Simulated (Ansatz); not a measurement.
# Ni: the cost of one run

Computed with Ansatz 0.2.0 (DFT PBE, PAW, plane waves, scalar-relativistic, unless a step's input says otherwise).

## 1. The structure to begin with

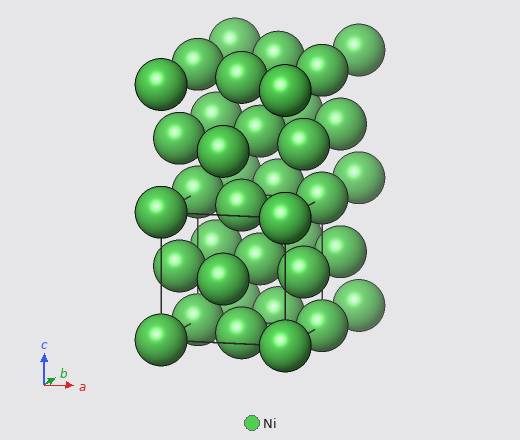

The starting structure, seen slightly off an axis (nickel green). 1×2×2 cells are drawn. Atoms on the faces are drawn again on the opposite ones. The cell drawn here is the conventional one.

Coordinates:

```
CELL_PARAMETERS angstrom
0.00000 -1.76715 -1.76715
-3.53430 -1.76715 -1.76715
0.00000 1.76715 -1.76715
ATOMIC_POSITIONS crystal
Ni 0.00000 0.00000 0.00000
Ni 0.00000 0.50000 0.50000
```

In tables a label like Ni2 counts atoms in the order of input.yaml; a structure file may count by element.

Planned first: parallel moments, plain SCF; opposed moments +-, plain SCF; no spin polarisation; spin on, no moments given (the program may seed its own), plain SCF. Further starts follow from what these give.

A plain SCF has the search for lower states switched off and ends at the first converged state. 

Moments by site are taken inside atomic spheres; the rest lies between them.

## 2. Parallel moments, plain SCF

input.yaml

```yaml
crystal:
  lattice:
    - [0.0, -1.76715, -1.76715]
    - [-3.5343, -1.76715, -1.76715]
    - [0.0, 1.76715, -1.76715]
  atoms:
    - { symbol: Ni, position: [0.0, 0.0, 0.0], spin: 2.0 }
    - { symbol: Ni, position: [0.0, 0.5, 0.5], spin: 2.0 }
magnetization:
  spin_polarized: true
hamiltonian:
  xc: pbe
  pseudopotentials: { kind: paw }
basis:
  ecutwfc: 420
kpoints:
  mp_grid: { grid: [13, 8, 11] }
scf:
  occupations: { method: fermi_dirac, width: 0.1 }
  lower_state_search: "off"
output:
  forces: true
  stress: true
```

Command:

```sh
ansatz run input.yaml --threads 2 --pin off --max-ram 5120MiB --backend cpu --events-out ev --progress --plain --runs-dir out
```

Q: Estimate wall time and peak memory on 2 threads of Intel Xeon Platinum 8375C at 2.90GHz (Ice Lake), shared host.

About 19 s, with a peak of 0.55 GiB.
